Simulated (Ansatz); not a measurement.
**Molecular dynamics, with input and output: CH6AsGaO (part 1 of 2)**

System: CH6AsGaO.
Method: RKS revPBE-d4/def2-SVP (Ansatz 0.2.0).

The geometry comes from this level: PBE0-D4/def2-TZVP. Figures and captions count atoms from 1; the log counts them from 0 in places.

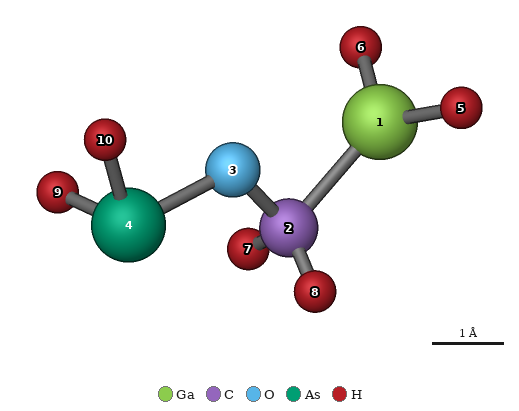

Figure 1. The input geometry (ball-and-stick view, seen at a tilt; atoms are numbered from 1 in the order of the input). Sticks mark near contacts. Bond lengths as drawn: As–H 1.53 to 1.54 Å, As–O 1.81 Å, C–Ga 1.98 Å, C–H 1.09 to 1.10 Å, C–O 1.44 Å and Ga–H 1.57 Å.

Input file:
```yaml
crystal:
  periodic: [false, false, false]
  atoms:
    - {symbol: Ga, position_ang: [0.278994, 1.916731, -0.525220]}
    - {symbol: C, position_ang: [-0.281348, 0.049032, -0.893317]}
    - {symbol: O, position_ang: [0.260111, -0.372562, 0.369764]}
    - {symbol: As, position_ang: [0.123880, -2.135300, 0.753057]}
    - {symbol: H, position_ang: [1.749681, 2.345418, -0.864007]}
    - {symbol: H, position_ang: [-0.693022, 2.861242, 0.265677]}
    - {symbol: H, position_ang: [-1.361270, -0.125856, -0.944752]}
    - {symbol: H, position_ang: [0.204736, -0.462442, -1.730067]}
    - {symbol: H, position_ang: [-1.202922, -2.059715, 1.521248]}
    - {symbol: H, position_ang: [0.921160, -2.016557, 2.047616]}
basis:
  gaussian: {orbitals: def2-SVP}
hamiltonian: {xc: {name: revPBE}, dispersion: d4}
md: {timestep: 0.5 fs, n_steps: 30, ensemble: nvt_nose_hoover, temperature: 700, initial_velocities: maxwell_boltzmann, seed: 500}
```

Launch command:
```bash
ansatz run in.yaml --threads 2 --pin off --events-out ev --progress --plain --max-ram 4352MiB
```

Log:
```
Functional definition: revPBE
  name "revPBE"
  cite "Zhang & Yang, Phys. Rev. Lett. 80, 890 (1998) doi:10.1103/PhysRevLett.80.890"
  cite "Perdew, Burke & Ernzerhof, Phys. Rev. Lett. 77, 3865 (1996) doi:10.1103/PhysRevLett.77.3865"
  parameter kappa = 1.245
  parameter beta = 0.06672455060314922
  exchange = pbe_x(kappa = kappa, mu = beta*pi^2/3)
  correlation = pbe_c(beta = beta)
1367 factors; their error is unknown
mean field evaluation 1: about -116365.8645 eV, gradient 6.2e1 eV
mean field evaluation 2: about -116287.3518 eV, gradient 1.7e2 eV
mean field evaluation 4: about -116373.3763 eV, gradient 7.8e0 eV
mean field evaluation 8: about -116373.5809 eV, gradient 2.9e-1 eV
mean field evaluation 16: about -116373.5079 eV, gradient 2.7e-4 eV
mean field -116373.50785697 eV, -4276.6475329469 hartree, gradient 2.7e-5 eV, S^2 0.000000; 0 other end points of the search recorded, 0 dependent functions left out
the calculation of the forces begins
reference -116373.50790820 eV, -4276.6475348294 hartree; 42, 42 occupied and 80, 80 virtual orbitals, 1367 factors
md step     0: t =     0.00 fs  T =   700.0 K  F+E_penalty+E_count = -116374.14920201 eV  E_kin = 0.723856 eV  conserved = -116373.42534601 eV  (29 SCF iters)
these checks for a lower state are left out or cut short: starts, cluster_reference, orbital_swaps, neighbouring_geometries, increment
1367 factors; their error is unknown
mean field -116373.50270050 eV, -4276.6473434502 hartree, gradient 1.1e-5 eV, S^2 0.000000; 0 other end points of the search recorded, 0 dependent functions left out
the calculation of the forces begins
reference -116373.50275173 eV, -4276.6473453329 hartree; 42, 42 occupied and 80, 80 virtual orbitals, 1367 factors
md step     1: t =     0.50 fs  T =   695.2 K  F+E_penalty+E_count = -116374.14426399 eV  E_kin = 0.718919 eV  conserved = -116373.42534529 eV  (30 SCF iters, 3 dispersion substeps)
[... from here on the SCF iterations and repeated set-up lines of each step are left out, up to the last step ...]
md step     2: t =     1.00 fs  T =   680.8 K  F+E_penalty+E_count = -116374.12924775 eV  E_kin = 0.704012 eV  conserved = -116373.42523658 eV  (30 SCF iters, 3 dispersion substeps)
md step     3: t =     1.50 fs  T =   658.5 K  F+E_penalty+E_count = -116374.10599534 eV  E_kin = 0.680932 eV  conserved = -116373.42506484 eV  (30 SCF iters, 3 dispersion substeps)
md step     4: t =     2.00 fs  T =   630.9 K  F+E_penalty+E_count = -116374.07732226 eV  E_kin = 0.652443 eV  conserved = -116373.42488379 eV  (30 SCF iters, 3 dispersion substeps)
md step     5: t =     2.50 fs  T =   601.0 K  F+E_penalty+E_count = -116374.04619192 eV  E_kin = 0.621472 eV  conserved = -116373.42473077 eV  (31 SCF iters, 3 dispersion substeps)
md step     6: t =     3.00 fs  T =   571.1 K  F+E_penalty+E_count = -116374.01513379 eV  E_kin = 0.590537 eV  conserved = -116373.42461776 eV  (31 SCF iters, 3 dispersion substeps)
md step     7: t =     3.50 fs  T =   543.0 K  F+E_penalty+E_count = -116373.98604840 eV  E_kin = 0.561548 eV  conserved = -116373.42453669 eV  (31 SCF iters, 3 dispersion substeps)
md step     8: t =     4.00 fs  T =   518.2 K  F+E_penalty+E_count = -116373.96028485 eV  E_kin = 0.535860 eV  conserved = -116373.42448142 eV  (31 SCF iters, 3 dispersion substeps)
md step     9: t =     4.50 fs  T =   497.4 K  F+E_penalty+E_count = -116373.93875070 eV  E_kin = 0.514385 eV  conserved = -116373.42444924 eV  (31 SCF iters, 3 dispersion substeps)
md step    10: t =     5.00 fs  T =   481.2 K  F+E_penalty+E_count = -116373.92195887 eV  E_kin = 0.497634 eV  conserved = -116373.42444100 eV  (30 SCF iters, 3 dispersion substeps)
md step    11: t =     5.50 fs  T =   469.7 K  F+E_penalty+E_count = -116373.91002000 eV  E_kin = 0.485719 eV  conserved = -116373.42445691 eV  (31 SCF iters, 3 dispersion substeps)
md step    12: t =     6.00 fs  T =   462.6 K  F+E_penalty+E_count = -116373.90265329 eV  E_kin = 0.478364 eV  conserved = -116373.42449123 eV  (29 SCF iters, 3 dispersion substeps)
md step    13: t =     6.50 fs  T =   459.3 K  F+E_penalty+E_count = -116373.89927337 eV  E_kin = 0.474995 eV  conserved = -116373.42453460 eV  (31 SCF iters, 3 dispersion substeps)
md step    14: t =     7.00 fs  T =   459.2 K  F+E_penalty+E_count = -116373.89914204 eV  E_kin = 0.474885 eV  conserved = -116373.42457540 eV  (31 SCF iters, 3 dispersion substeps)
md step    15: t =     7.50 fs  T =   461.6 K  F+E_penalty+E_count = -116373.90154199 eV  E_kin = 0.477325 eV  conserved = -116373.42460630 eV  (30 SCF iters, 3 dispersion substeps)
md step    16: t =     8.00 fs  T =   465.9 K  F+E_penalty+E_count = -116373.90589048 eV  E_kin = 0.481731 eV  conserved = -116373.42462789 eV  (30 SCF iters, 3 dispersion substeps)
md step    17: t =     8.50 fs  T =   471.6 K  F+E_penalty+E_count = -116373.91172509 eV  E_kin = 0.487633 eV  conserved = -116373.42464845 eV  (30 SCF iters, 3 dispersion substeps)
md step    18: t =     9.00 fs  T =   478.2 K  F+E_penalty+E_count = -116373.91855794 eV  E_kin = 0.494522 eV  conserved = -116373.42468980 eV  (30 SCF iters, 3 dispersion substeps)
md step    19: t =     9.50 fs  T =   485.1 K  F+E_penalty+E_count = -116373.92563823 eV  E_kin = 0.501643 eV  conserved = -116373.42475558 eV  (30 SCF iters, 3 dispersion substeps)
md step    20: t =    10.00 fs  T =   491.2 K  F+E_penalty+E_count = -116373.93187052 eV  E_kin = 0.507913 eV  conserved = -116373.42483382 eV  (30 SCF iters, 3 dispersion substeps)
md step    21: t =    10.50 fs  T =   495.3 K  F+E_penalty+E_count = -116373.93602067 eV  E_kin = 0.512134 eV  conserved = -116373.42488853 eV  (30 SCF iters, 3 dispersion substeps)
md step    22: t =    11.00 fs  T =   496.6 K  F+E_penalty+E_count = -116373.93726514 eV  E_kin = 0.513525 eV  conserved = -116373.42487473 eV  (30 SCF iters, 3 dispersion substeps)
md step    23: t =    11.50 fs  T =   495.5 K  F+E_penalty+E_count = -116373.93584308 eV  E_kin = 0.512349 eV  conserved = -116373.42476939 eV  (30 SCF iters, 3 dispersion substeps)
md step    24: t =    12.00 fs  T =   493.4 K  F+E_penalty+E_count = -116373.93338191 eV  E_kin = 0.510213 eV  conserved = -116373.42459230 eV  (30 SCF iters, 3 dispersion substeps)
md step    25: t =    12.50 fs  T =   492.9 K  F+E_penalty+E_count = -116373.93257385 eV  E_kin = 0.509747 eV  conserved = -116373.42440563 eV  (29 SCF iters, 3 dispersion substeps)
md step    26: t =    13.00 fs  T =   496.8 K  F+E_penalty+E_count = -116373.93623979 eV  E_kin = 0.513699 eV  conserved = -116373.42428222 eV  (29 SCF iters, 3 dispersion substeps)
md step    27: t =    13.50 fs  T =   506.6 K  F+E_penalty+E_count = -116373.94623680 eV  E_kin = 0.523884 eV  conserved = -116373.42426726 eV  (29 SCF iters, 3 dispersion substeps)
md step    28: t =    14.00 fs  T =   522.7 K  F+E_penalty+E_count = -116373.96277451 eV  E_kin = 0.540515 eV  conserved = -116373.42435967 eV  (30 SCF iters, 3 dispersion substeps)
md step    29: t =    14.50 fs  T =   543.7 K  F+E_penalty+E_count = -116373.98442193 eV  E_kin = 0.562197 eV  conserved = -116373.42452294 eV  (31 SCF iters, 3 dispersion substeps)
these checks for a lower state are left out or cut short: starts, cluster_reference, orbital_swaps, neighbouring_geometries, increment
1367 factors; their error is unknown
mean field -116373.36729377 eV, -4276.6423673448 hartree, gradient 1.1e-5 eV, S^2 0.000000; 0 other end points of the search recorded, 0 dependent functions left out
the calculation of the forces begins
reference -116373.36734492 eV, -4276.6423692245 hartree; 42, 42 occupied and 80, 80 virtual orbitals, 1367 factors
1367 factors; their error is unknown
mean field evaluation 256: about -116368.9015 eV, gradient 4.7e1 eV
mean field -116373.36729377 eV, -4276.6423673448 hartree, gradient 1.1e-5 eV, S^2 0.000000; 1 other end points of the search recorded, 0 dependent functions left out
the calculation of the forces begins
reference -116373.36734492 eV, -4276.6423692245 hartree; 42, 42 occupied and 80, 80 virtual orbitals, 1367 factors
md step    30: t =    15.00 fs  T =   567.1 K  F+E_penalty+E_count = -116374.00865242 eV  E_kin = 0.586453 eV  conserved = -116373.42471139 eV  (29 SCF iters, 3 dispersion substeps)
```

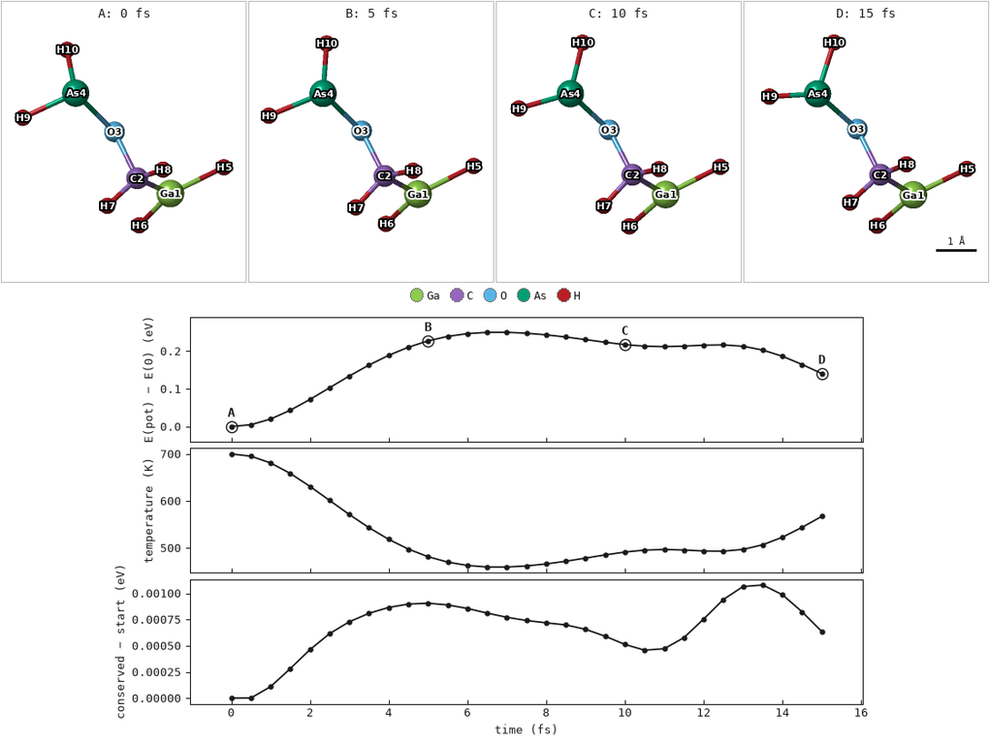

Figure 2. Frames of the molecular dynamics (ball-and-stick, seen at a tilt) above the curves, on which the letters mark them. The trajectory kept here has 31 frames over 15 fs. The temperature starts at 700 K, ranges from 459 to 700 K and averages 498 K over the second half. The potential energy ends 0.141 eV above its first value. The conserved quantity stays within 0.0011 eV. After an unweighted best fit of the last frame on the first, the root-mean-square displacement is 0.27 Å, and H10 has moved furthest (0.49 Å).

```
Total energy: -116374.00870357 eV, -4276.6659387200 hartree
Atom 0 at     0.262915     1.943456    -0.540215 Å, force    -0.761771    -0.032699     0.500215 eV/Å
Atom 1 at    -0.146893     0.001028    -0.872044 Å, force     0.359525     0.066869    -0.664325 eV/Å
Atom 2 at     0.306180    -0.356596     0.448180 Å, force     0.030188     0.243139    -0.420295 eV/Å
Atom 3 at     0.092872    -2.152665     0.746771 Å, force    -0.333920    -0.225502    -0.317060 eV/Å
Atom 4 at     1.728374     2.340221    -0.839369 Å, force     0.470951     0.368347    -0.056656 eV/Å
Atom 5 at    -0.847548     2.837791     0.292305 Å, force     0.554395    -0.364962    -0.457563 eV/Å
Atom 6 at    -1.228382    -0.194017    -0.989000 Å, force    -0.253137    -0.169148    -0.190176 eV/Å
Atom 7 at     0.435329    -0.558181    -1.685189 Å, force    -0.495168     0.577891     0.529134 eV/Å
Atom 8 at    -0.753436    -1.911218     1.988767 Å, force    -0.212288    -0.193499     0.481752 eV/Å
Atom 9 at     1.367608    -2.211770     1.534562 Å, force     0.641225    -0.270437     0.594975 eV/Å
Dipole moment:    -0.099591    -0.302834    -0.116433 e Å
```

Trajectory as extended XYZ (Å, eV, eV/Å), 31 frames, from step=0 to step=30:
```
10
Properties=species:S:1:pos:R:3:forces:R:3 step=0 time_fs=0.0 energy=-116374.14920 temperature=700.0
Ga    0.2790    1.9167   -0.5252    0.0214   0.1339  -0.0121
C    -0.2813    0.0490   -0.8933    0.0831   0.1372   0.0913
O     0.2601   -0.3726    0.3698    0.2601   0.7884   0.1647
As    0.1239   -2.1353    0.7531    0.0930  -0.9348  -0.2349
H     1.7497    2.3454   -0.8640    0.2055   0.0459  -0.0352
H    -0.6930    2.8612    0.2657   -0.1312   0.1181   0.1212
H    -1.3613   -0.1259   -0.9448   -0.6146  -0.0569  -0.0867
H     0.2047   -0.4624   -1.7301    0.2428  -0.2411  -0.5268
H    -1.2029   -2.0597    1.5212   -0.3107  -0.0162   0.2177
H     0.9212   -2.0166    2.0476    0.1506   0.0257   0.3010
10
Properties=species:S:1:pos:R:3:forces:R:3 step=1 time_fs=0.5 energy=-116374.14426 temperature=695.2
Ga    0.2781    1.9178   -0.5256    0.2743  -0.0200  -0.1566
C    -0.2761    0.0448   -0.8906    0.4113   0.2310  -0.1153
O     0.2610   -0.3733    0.3732    0.2731   0.7692   0.1017
As    0.1228   -2.1356    0.7525    0.0421  -0.9193  -0.0600
H     1.7578    2.3429   -0.8665    0.1024   0.0283  -0.0107
H    -0.6879    2.8470    0.2575   -0.2760   0.2732   0.2414
H    -1.3500   -0.1172   -0.9471   -0.8742  -0.1368  -0.0824
H     0.2110   -0.4604   -1.7392    0.1641  -0.1746  -0.3141
H    -1.2025   -2.0457    1.5375   -0.1723  -0.0444   0.1820
H     0.9534   -2.0158    2.0344    0.0550  -0.0066   0.2141
10
Properties=species:S:1:pos:R:3:forces:R:3 step=2 time_fs=1.0 energy=-116374.12925 temperature=680.8
Ga    0.2772    1.9188   -0.5259    0.5290  -0.1724  -0.3011
C    -0.2709    0.0406   -0.8879    0.6794   0.3032  -0.3397
O     0.2620   -0.3739    0.3766    0.2834   0.7477   0.0368
As    0.1218   -2.1358    0.7519    0.0003  -0.8981   0.1324
H     1.7661    2.3405   -0.8690   -0.0009   0.0118   0.0141
H    -0.6833    2.8334    0.2498   -0.4217   0.4266   0.3612
H    -1.3407   -0.1090   -0.9497   -1.0620  -0.2026  -0.0770
H     0.2177   -0.4589   -1.7491    0.0745  -0.1014  -0.0824
H    -1.2025   -2.0319    1.5542   -0.0292  -0.0749   0.1382
H     0.9858   -2.0150    2.0218   -0.0528  -0.0398   0.1175
10
Properties=species:S:1:pos:R:3:forces:R:3 step=3 time_fs=1.5 energy=-116374.10600 temperature=658.5
Ga    0.2763    1.9199   -0.5263    0.7744  -0.3169  -0.4387
C    -0.2654    0.0365   -0.8852    0.8495   0.3610  -0.5658
O     0.2630   -0.3744    0.3801    0.2915   0.7243  -0.0288
As    0.1208   -2.1362    0.7513   -0.0309  -0.8725   0.3319
H     1.7744    2.3382   -0.8715   -0.1011  -0.0026   0.0383
H    -0.6798    2.8208    0.2431   -0.5606   0.5708   0.4745
H    -1.3340   -0.1012   -0.9524   -1.1512  -0.2519  -0.0686
H     0.2246   -0.4575   -1.7592   -0.0159  -0.0319   0.1498
H    -1.2025   -2.0182    1.5712    0.1123  -0.1072   0.0893
H     1.0180   -2.0144    2.0094   -0.1680  -0.0731   0.0181
10
Properties=species:S:1:pos:R:3:forces:R:3 step=4 time_fs=2.0 energy=-116374.07732 temperature=630.9
Ga    0.2755    1.9209   -0.5267    0.9986  -0.4459  -0.5618
C    -0.2599    0.0324   -0.8827    0.8985   0.4119  -0.7800
O     0.2640   -0.3747    0.3835    0.2981   0.6996  -0.0943
As    0.1197   -2.1365    0.7507   -0.0509  -0.8438   0.5293
H     1.7824    2.3358   -0.8739   -0.1953  -0.0141   0.0615
H    -0.6777    2.8096    0.2375   -0.6836   0.6972   0.5739
H    -1.3301   -0.0940   -0.9553   -1.1279  -0.2852  -0.0552
H     0.2314   -0.4563   -1.7690   -0.0983   0.0265   0.3667
H    -1.2023   -2.0048    1.5884    0.2469  -0.1404   0.0380
H     1.0498   -2.0139    1.9971   -0.2861  -0.1058  -0.0782
10
Properties=species:S:1:pos:R:3:forces:R:3 step=5 time_fs=2.5 energy=-116374.04619 temperature=601.0
Ga    0.2747    1.9219   -0.5270    1.1899  -0.5521  -0.6627
C    -0.2541    0.0285   -0.8803    0.8224   0.4630  -0.9715
O     0.2651   -0.3750    0.3869    0.3035   0.6740  -0.1588
As    0.1187   -2.1369    0.7501   -0.0602  -0.8132   0.7169
H     1.7901    2.3334   -0.8762   -0.2809  -0.0220   0.0831
H    -0.6772    2.8000    0.2332   -0.7817   0.7976   0.6523
H    -1.3289   -0.0875   -0.9584   -0.9949  -0.3050  -0.0357
H     0.2380   -0.4550   -1.7778   -0.1662   0.0687   0.5561
H    -1.2015   -1.9917    1.6057    0.3706  -0.1740  -0.0131
H     1.0810   -2.0136    1.9845   -0.4025  -0.1371  -0.1666
10
Properties=species:S:1:pos:R:3:forces:R:3 step=6 time_fs=3.0 energy=-116374.01513 temperature=571.1
Ga    0.2739    1.9229   -0.5275    1.3382  -0.6290  -0.7348
C    -0.2482    0.0246   -0.8781    0.6358   0.5206  -1.1317
O     0.2662   -0.3752    0.3903    0.3082   0.6479  -0.2217
As    0.1176   -2.1373    0.7496   -0.0599  -0.7817   0.8889
H     1.7970    2.3309   -0.8782   -0.3563  -0.0262   0.1027
H    -0.6785    2.7924    0.2305   -0.8465   0.8649   0.7033
H    -1.3300   -0.0817   -0.9615   -0.7712  -0.3151  -0.0104
H     0.2442   -0.4535   -1.7854   -0.2155   0.0921   0.7094
H    -1.1999   -1.9790    1.6230    0.4807  -0.2071  -0.0619
H     1.1112   -2.0137    1.9716   -0.5135  -0.1665  -0.2437
10
Properties=species:S:1:pos:R:3:forces:R:3 step=7 time_fs=3.5 energy=-116373.98605 temperature=543.0
Ga    0.2732    1.9239   -0.5279    1.4357  -0.6724  -0.7733
C    -0.2421    0.0208   -0.8761    0.3662   0.5893  -1.2539
O     0.2674   -0.3752    0.3937    0.3122   0.6219  -0.2826
As    0.1166   -2.1377    0.7491   -0.0514  -0.7502   1.0408
H     1.8031    2.3284   -0.8800   -0.4199  -0.0263   0.1200
H    -0.6819    2.7868    0.2295   -0.8720   0.8944   0.7222
H    -1.3330   -0.0766   -0.9646   -0.4866  -0.3198   0.0195
H     0.2499   -0.4518   -1.7912   -0.2437   0.0958   0.8210
H    -1.1970   -1.9668    1.6401    0.5751  -0.2391  -0.1066
H     1.1401   -2.0142    1.9581   -0.6157  -0.1937  -0.3072
10
Properties=species:S:1:pos:R:3:forces:R:3 step=8 time_fs=4.0 energy=-116373.96028 temperature=518.2
Ga    0.2725    1.9248   -0.5284    1.4786  -0.6809  -0.7759
C    -0.2360    0.0171   -0.8744    0.0460   0.6719  -1.3324
O     0.2686   -0.3752    0.3970    0.3155   0.5965  -0.3411
As    0.1155   -2.1382    0.7486   -0.0363  -0.7193   1.1700
H     1.8081    2.3258   -0.8815   -0.4709  -0.0223   0.1348
H    -0.6873    2.7834    0.2302   -0.8552   0.8843   0.7072
H    -1.3372   -0.0724   -0.9677   -0.1745  -0.3223   0.0515
H     0.2550   -0.4498   -1.7951   -0.2496   0.0799   0.8875
H    -1.1928   -1.9552    1.6570    0.6529  -0.2696  -0.1458
H     1.1676   -2.0152    1.9439   -0.7066  -0.2184  -0.3558
10
Properties=species:S:1:pos:R:3:forces:R:3 step=9 time_fs=4.5 energy=-116373.93875 temperature=497.4
Ga    0.2719    1.9257   -0.5289    1.4670  -0.6563  -0.7437
C    -0.2298    0.0136   -0.8730   -0.2944   0.7691  -1.3629
O     0.2699   -0.3751    0.4003    0.3180   0.5720  -0.3971
As    0.1145   -2.1386    0.7482   -0.0161  -0.6895   1.2746
H     1.8121    2.3231   -0.8827   -0.5086  -0.0144   0.1469
H    -0.6948    2.7821    0.2326   -0.7969   0.8364   0.6594
H    -1.3418   -0.0689   -0.9707    0.1344  -0.3245   0.0832
H     0.2595   -0.4477   -1.7969   -0.2327   0.0454   0.9071
H    -1.1870   -1.9443    1.6735    0.7137  -0.2979  -0.1783
H     1.1934   -2.0166    1.9288   -0.7844  -0.2404  -0.3890
```
